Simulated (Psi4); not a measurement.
**HfH4O4 (SMILES O[Hf](O)(O)O): PBE0/def2-SVP (core potential)**

What is the vertical ionisation energy of HfH4O4 at PBE0/def2-SVP (core potential)? 

The calculation is run with Psi4 1.11.

5 further runs of the same task are left out: 3 that didn't finish, 2 set aside as unsound or not needed.

## 1. The structure to begin with

The species is HfH4O4 (9 atoms), meant as a singlet with charge 0. SMILES: `O[Hf](O)(O)O`. The coordinates come from a PBE0-D4/def2-TZVP relaxation. This is one conformer, not always the lowest.

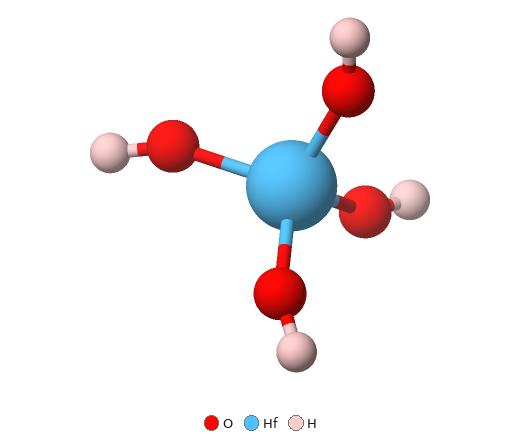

Viewed from a chosen angle; oxygen red, hafnium blue, hydrogen pink.

## 2. Energy and gradient at PBE0/def2-SVP (core potential)

File calc.dat:

```
memory 2200 mb

molecule mol {
  0 1
  O
  Hf 1 r2
  O 2 r3 1 a3
  O 2 r4 1 a4 3 d4
  O 2 r5 1 a5 4 d5
  H 1 r6 2 a6 3 d6
  H 3 r7 2 a7 1 d7
  H 4 r8 2 a8 1 d8
  H 5 r9 2 a9 1 d9

  r2 = 1.934836
  r3 = 1.934844
  a3 = 109.72882
  r4 = 1.934846
  a4 = 109.34389
  d4 = 119.92069
  r5 = 1.934852
  a5 = 109.34144
  d5 = 120.15769
  r6 = 0.950876
  a6 = 155.65261
  d6 = -99.00518
  r7 = 0.950883
  a7 = 155.64124
  d7 = -99.07291
  r8 = 0.95088
  a8 = 155.65326
  d8 = -141.01142
  r9 = 0.950879
  a9 = 155.63379
  d9 = -20.81999
  symmetry c1
  no_reorient
  no_com
}

set {
  basis                def2-SVP
  reference            rks
  puream               true
  e_convergence        1e-09
  d_convergence        1e-08
  scf_type             pk
  dft_radial_points    99
  dft_spherical_points 590
}

E, wfn = gradient("pbe0", return_wfn=True)
oeprop(wfn, "LOWDIN_CHARGES", "MAYER_INDICES", "WIBERG_LOWDIN_INDICES", title="PBE0")
```

Command:

```sh
psi4 calc.dat calc.out -n 1
```

calc.out:

```text
[...]
    !!!  WARNING: ECP capability is in beta. Please check occupations closely.  !!!
[...]
  Running in c1 symmetry.
[...]
  Nuclear repulsion =  209.799067473132112
[...]
  Multiplicity = 1
[...]
  Nalpha       = 24
  Nbeta        = 24
[...]
    Number of basis functions: 108
[...]
   @RKS iter   1:  -350.31929198195496   -7.33816e-01   1.24982e-02 DIIS/ADIIS
[...]
   @RKS iter  11:  -351.01023638598815   -7.16227e-12   5.65904e-09 DIIS
[...]
    Orbital Energies [Eh]
    ---------------------
    Doubly Occupied:
       1A    -19.182286     2A    -19.182173     3A    -19.182171
       4A    -19.182167     5A     -2.483439     6A     -1.329233
       7A     -1.329231     8A     -1.329086     9A     -0.963215
      10A     -0.947158    11A     -0.946795    12A     -0.946790
      13A     -0.507119    14A     -0.489238    15A     -0.489234
      16A     -0.489048    17A     -0.353410    18A     -0.351659
      19A     -0.327676    20A     -0.327671    21A     -0.326656
      22A     -0.309502    23A     -0.304843    24A     -0.304839
[...]
  @RKS Final Energy:  -351.01023638598815
   => Energetics <=
    Nuclear Repulsion Energy =            209.7990674731321121
    One-Electron Energy =                -915.9388699187225029
    Two-Electron Energy =                 386.7765403386621301
    DFT Exchange-Correlation Energy =     -31.6469742790599149
    Empirical Dispersion Energy =           0.0000000000000000
    VV10 Nonlocal Energy =                  0.0000000000000000
    Total Energy =                       -351.0102363859881507
[...]
 Multipole Moments:
 ------------------------------------------------------------------------------------
     Multipole            Electronic (a.u.)      Nuclear  (a.u.)        Total (a.u.)
 ------------------------------------------------------------------------------------
 L = 1.  Multiply by 2.5417464519 to convert [e a0] to [Debye]
 Dipole X            :          0.0002904           -0.0003780           -0.0000876
 Dipole Y            :          0.0001937           -0.0005161           -0.0003224
 Dipole Z            :          0.0000569           -0.0003335           -0.0002766
 Magnitude           :                                                    0.0004338
[...]
  -Total Gradient:
     Atom            X                  Y                   Z
    ------   -----------------  -----------------  -----------------
       1        0.000444811573     0.000011990673    -0.001681011547
       2       -0.000003334833    -0.000005000256    -0.000002603259
       3       -0.000441339135    -0.001573047770     0.000576705692
       4        0.001380354332     0.000528511066     0.000913883575
       5       -0.001382460890     0.001040785365     0.000187343577
       6       -0.000948815481    -0.000172963819     0.004601763334
       7        0.000946471170     0.004267719459    -0.001714965943
       8       -0.003859058475    -0.001502626936    -0.002215426722
       9        0.003863035883    -0.002595362364    -0.000665682172
[...]
```

Wall time 22 s (1 thread of AMD EPYC 9R45 (Zen 5), shared host); peak memory 1 GiB.

## 3. The doublet cation

File input.json:

```json
{
 "schema_name": "qcschema_input",
 "schema_version": 1,
 "molecule": {
  "schema_name": "qcschema_molecule",
  "schema_version": 2,
  "symbols": ["O", "Hf", "O", "O", "O", "H", "H", "H", "H"],
  "geometry": [-0.87962972, 0.17617917, 3.5444837, -5.669e-05, -5.669e-05, -7.559e-05, 3.55699369, 0.73064371, -0.42690803, -0.70545366, -3.36017871, -1.25734817, -1.97215598, 2.45314797, -1.86056765, -1.22832198, -0.48278723, 5.17941805, 4.98358574, 1.75485637, -0.8073099, -0.40360771, -4.84155392, -2.22857292, -3.35135369, 3.56976824, -2.1431006],
  "molecular_charge": 1,
  "molecular_multiplicity": 2,
  "fix_symmetry": "c1",
  "fix_com": true,
  "fix_orientation": true
 },
 "driver": "gradient",
 "model": {
  "method": "pbe0",
  "basis": "def2-SVP"
 },
 "keywords": {
  "reference": "uks",
  "puream": true,
  "e_convergence": 1e-09,
  "d_convergence": 1e-08,
  "scf_type": "pk",
  "dft_radial_points": 99,
  "dft_spherical_points": 590,
  "maxiter": 100,
  "scf_properties": ["LOWDIN_CHARGES", "MAYER_INDICES", "DIPOLE"]
 }
}
```

Command:

```sh
psi4 --qcschema input.json -n 1 --memory 2200MB
```

stdout:

```text
[...]
    !!!  WARNING: ECP capability is in beta. Please check occupations closely.  !!!
[...]
  Running in c1 symmetry.
[...]
  Nuclear repulsion =  209.799067305455594
[...]
  Multiplicity = 2
[...]
  Nalpha       = 24
  Nbeta        = 23
[...]
    Number of basis functions: 108
[...]
   @UKS iter   1:  -350.13044742007742   -4.84738e-01   1.03685e-02 ADIIS/DIIS
[...]
   @UKS iter  35:  -350.62991819841295    2.27374e-13   7.34247e-09 DIIS
[...]
   @S^2 Observed:                7.660902475E-01
[...]
  @UKS Final Energy:  -350.62991819841295
   => Energetics <=
    Nuclear Repulsion Energy =            209.7990673054555941
    One-Electron Energy =                -904.6660526482542082
    Two-Electron Energy =                 375.5939570019494909
    DFT Exchange-Correlation Energy =     -31.3568898575637753
    Empirical Dispersion Energy =           0.0000000000000000
    VV10 Nonlocal Energy =                  0.0000000000000000
    Total Energy =                       -350.6299181984129518
[...]
 Multipole Moments:
 ------------------------------------------------------------------------------------
     Multipole            Electronic (a.u.)      Nuclear  (a.u.)        Total (a.u.)
 ------------------------------------------------------------------------------------
 L = 1.  Multiply by 2.5417464519 to convert [e a0] to [Debye]
 Dipole X            :         -0.0082403           -0.0023433           -0.0105836
 Dipole Y            :         -0.0018110           -0.0020597           -0.0038707
 Dipole Z            :         -0.0092525           -0.0031937           -0.0124461
 Magnitude           :                                                    0.0167899
[...]
  -Total Gradient:
     Atom            X                  Y                   Z
    ------   -----------------  -----------------  -----------------
       1       -0.003316836354    -0.004599257874     0.007412214290
       2        0.003720119146     0.001235078509     0.004308693044
       3        0.006342382905     0.005628444385    -0.003871656464
       4       -0.001503015211    -0.008684983481    -0.004403443999
       5       -0.006260586428     0.006077153284    -0.004623648750
       6        0.003913858618     0.003681558613    -0.016449087219
       7       -0.015235511596    -0.007515874216     0.003263702543
       8        0.000266405101     0.015152353117     0.008453260660
       9        0.012073183967    -0.010974049741     0.005909955184
[...]
```

Run time: 69 s. Hardware: 1 thread of AMD EPYC 9R45 (Zen 5), shared host; peak memory 1 GiB.

## 4. Results

At PBE0/def2-SVP (core potential):

| quantity | value |
| --- | --- |
| singlet HfH4O4: total energy | -351.01024 Eh |
| singlet HfH4O4: dipole moment | 0.00 D |
| singlet HfH4O4: HOMO energy | -8.30 eV |
| singlet HfH4O4: LUMO energy | 0.26 eV |
| singlet HfH4O4: HOMO–LUMO gap | 8.55 eV |
| singlet HfH4O4: largest force on an atom | 0.242 eV/Å |
| doublet cation: total energy | -350.62992 Eh |
| doublet cation: HOMO energy (highest over α and β) | -13.80 eV |
| doublet cation: LUMO energy (lowest over α and β) | -12.42 eV |
| doublet cation: ⟨S²⟩ | 0.766 |
| doublet cation: largest force on an atom | 0.892 eV/Å |
| vertical ionisation energy (to the doublet cation) | 10.349 eV |

The vertical ionisation energy comes to 10.35 eV (999 kJ/mol). −ε(HOMO) before ionisation, 8.30 eV, is 2.05 eV below this ionisation energy.
